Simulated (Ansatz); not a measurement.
# triplet GaSiH4F: levels of theory compared

Aim: a comparison of 6 runs (UB3LYP/6-31G*, U-r2SCAN0/def2-SVP, UBLYP/def2-SVP, UHSE06/def2-SVP, USVWN5/def2-SVP, UBCCD(T)/def2-SVP) of triplet GaSiH4F. 

The results are computed with Ansatz 0.2.0.

64 further runs of the same task are left out: 64 set aside as unsound or not needed.

## (1) The system as given

GaSiH4F: 7 atoms, total charge 0, spin state triplet. As SMILES of the parent species, `[F][GaH][SiH3]`. Geometry: relaxed at PBE0-D4/def2-TZVP. That shape belongs to the parent species and isn't relaxed for this state.

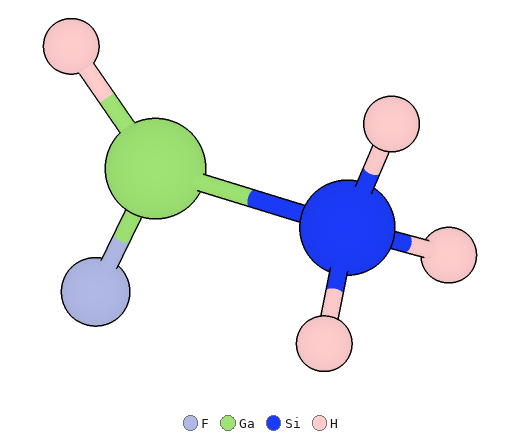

The structure, seen from a chosen angle (fluorine light blue, gallium green, silicon blue, hydrogen pink).

## (2) A single-point energy at UB3LYP/6-31G(d) (spherical functions) (run 1)

Contents of run.yaml:

```yaml
crystal:
  periodic: [false, false, false]
  atoms:
    - {symbol: F, position_ang: [0.231600, -2.152100, 1.342200]}
    - {symbol: Ga, position_ang: [0.019100, -0.400000, 1.279300]}
    - {symbol: Si, position_ang: [-0.029700, 0.450800, -0.970800]}
    - {symbol: H, position_ang: [-0.096900, 0.235400, 2.704700]}
    - {symbol: H, position_ang: [-1.196100, -0.125700, -1.691600]}
    - {symbol: H, position_ang: [-0.144400, 1.933400, -0.983000]}
    - {symbol: H, position_ang: [1.216400, 0.058100, -1.680800]}
basis:
  gaussian:
    orbitals: 6-31G_st_-spherical.json
magnetization:
  spin_polarized: true
  initial_magnetization: 2
output: {orbitals: {seedname: orbitals}}
accuracy: high
hamiltonian:
  xc: {name: B3LYP}
```

The basis set 6-31G* is read from a file made from the Basis Set Exchange's data (not shown).

The run is started by

```
ansatz run run.yaml --threads 1 --pin off --max-ram 3480MiB --events-out events.jsonl --progress --plain --runs-dir runs
```

Standard output:

```text
Warning: RAYON_NUM_THREADS=1 ignored (pool sized by the plan → 1); use --threads N
Functional definition: B3LYP
  name "B3LYP"
  parameter a0 = 0.2
  parameter ax = 0.72
  parameter ac = 0.81
  exchange = (1 - a0 - ax)*slater_x + ax*b88_x + a0*exact_x
  correlation = (1 - ac)*vwn_rpa_c + ac*lyp_c
1512 factors; integrals over basis functions are off by at most 1.1e-8 eV
mean field evaluation 1: about -63025.3669 eV, gradient 2.8e1 eV
mean field evaluation 2: about -62998.9853 eV, gradient 8.7e1 eV
mean field evaluation 4: about -63027.8335 eV, gradient 4.5e0 eV
mean field evaluation 8: about -63027.9826 eV, gradient 1.5e-1 eV
mean field evaluation 16: about -63027.9828 eV, gradient 3.5e-4 eV
mean field -63027.98283869 eV, -2316.2356474208 hartree, gradient 4.2e-8 eV, S^2 2.004169; 0 other end points of the search recorded, 0 dependent functions left out
reference -63027.98288145 eV, -2316.2356489922 hartree; 30, 28 occupied and 42, 44 virtual orbitals, 1512 factors
Total energy: -63027.98288145 eV, -2316.2356489922 hartree
```

It took 13 s on 1 thread of Arm Neoverse V1, shared host; peak memory 0.35 GiB.

## (3) The energy at U-r2SCAN0/def2-SVP (run 2)

Contents of molecule.yaml:

```yaml
crystal:
  periodic: [false, false, false]
  atoms:
    - {symbol: F, position_ang: [0.231600, -2.152100, 1.342200]}
    - {symbol: Ga, position_ang: [0.019100, -0.400000, 1.279300]}
    - {symbol: Si, position_ang: [-0.029700, 0.450800, -0.970800]}
    - {symbol: H, position_ang: [-0.096900, 0.235400, 2.704700]}
    - {symbol: H, position_ang: [-1.196100, -0.125700, -1.691600]}
    - {symbol: H, position_ang: [-0.144400, 1.933400, -0.983000]}
    - {symbol: H, position_ang: [1.216400, 0.058100, -1.680800]}
basis:
  gaussian:
    orbitals: def2-SVP
accuracy: high
magnetization:
  spin_polarized: true
  initial_magnetization: 2
hamiltonian:
  xc: {name: r2SCAN0}
output:
  orbitals: {seedname: orbitals}
```

The run is started by

```
ansatz run molecule.yaml --threads 1 --pin off --max-ram 3480MiB --events-out events.jsonl --progress --plain --runs-dir runs
```

Standard output:

```text
Warning: RAYON_NUM_THREADS=1 ignored (pool sized by the plan → 1); use --threads N
Functional definition: r2SCAN0
  name "r2SCAN0"
  parameter a = 0.25
  parameter k0 = 0.174
  parameter k1 = 0.065
  parameter a1 = 4.9479
  exchange = (1 - a)*r2scan_x(k0 = k0, k1 = k1, a1 = a1) + a*exact_x
  correlation = r2scan_c
1714 factors; integrals over basis functions are off by at most 6.6e-9 eV
mean field evaluation 1: about -63017.3160 eV, gradient 2.6e1 eV
mean field evaluation 2: about -63001.7215 eV, gradient 6.8e1 eV
mean field evaluation 4: about -63019.5211 eV, gradient 3.2e0 eV
mean field evaluation 8: about -63019.6457 eV, gradient 3.4e-1 eV
mean field evaluation 16: about -63019.6471 eV, gradient 3.3e-3 eV
mean field evaluation 32: about -63019.6471 eV, gradient 1.2e-7 eV
mean field -63019.64714681 eV, -2315.9293163942 hartree, gradient 3.8e-8 eV, S^2 2.007029; 0 other end points of the search recorded, 0 dependent functions left out
reference -63019.64714942 eV, -2315.9293164900 hartree; 30, 28 occupied and 54, 56 virtual orbitals, 1714 factors
Total energy: -63019.64714942 eV, -2315.9293164900 hartree
```

Wall time 36 s (1 thread of Arm Neoverse V1, shared host); peak memory 0.55 GiB.

Runs 3 to 5 aren't shown in full; the table further down has their settings and results.

## (4) A single-point energy at UBCCD(T)/def2-SVP (run 6)

Edit run.yaml of step 2 so:

```diff
@@ -12,3 +12,3 @@
   gaussian:
-    orbitals: 6-31G_st_-spherical.json
+    orbitals: def2-SVP
 magnetization:
@@ -16,5 +16,7 @@
   initial_magnetization: 2
-output: {orbitals: {seedname: orbitals}}
+correlation:
+  method: bccd_t
+  frozen_orbitals: {F: 1, Ga: 9, H: 0, Si: 5}
 accuracy: high
-hamiltonian:
-  xc: {name: B3LYP}
+scf:
+  omitted_lower_state_checks: [cluster_reference, increment]
```

The run is started by

```
ansatz run run.yaml --threads 1 --pin off --max-ram 3480MiB --events-out events.jsonl --progress --plain --runs-dir runs
```

Standard output:

```text
Warning: RAYON_NUM_THREADS=1 ignored (pool sized by the plan → 1); use --threads N
[... 13 lines left out ...]
15 core orbitals not correlated: weight in the atoms' cores, before any rotation towards them, 1.000 or more for the frozen orbitals, at most 0.000 for the correlated occupied ones
[... 34 lines left out ...]
Total energy: -62965.40629008 eV, -2313.9360016752 hartree
Checks for a lower state left out: cluster_reference, increment
```

Wall time 88 s (1 thread of Arm Neoverse V1, shared host); peak memory 0.97 GiB.

## (5) The series

| run | level | frozen core orbitals | energy (Eh) | HOMO energy (eV) | ⟨S²⟩ | wall time |
| --- | --- | --- | --- | --- | --- | --- |
| 1 | UB3LYP/6-31G* (spherical functions) | – | -2316.235649 | -3.62 | 2.004 | 13 s |
| 2 | U-r2SCAN0/def2-SVP | – | -2315.929316 | -4.26 | 2.007 | 36 s |
| 3 | UBLYP/def2-SVP | – | -2316.102139 | -2.85 | 2.002 | 11 s |
| 4 | UHSE06/def2-SVP | – | -2315.564134 | -3.65 | 2.004 | 17 s |
| 5 | USVWN5/def2-SVP | – | -2311.207849 | -3.15 | 2.001 | 6.9 s |
| 6 | UBCCD(T)/def2-SVP | 15 | -2313.936002 | – | 2.007 | 88 s |

## (6) Outcome

```
                                           quantity           value
                                run 6: total energy  -2313.93600 Eh
run 6: correlation energy (15 core orbitals frozen)      -534.3 mEh
                              run 6: (T) correction      -17.38 mEh
           run 6: ⟨S²⟩ of the reference determinant           2.007
```

In words: Totals of different functionals can't be ranked against each other. All runs together took 2.8 min, the longest 88 s.
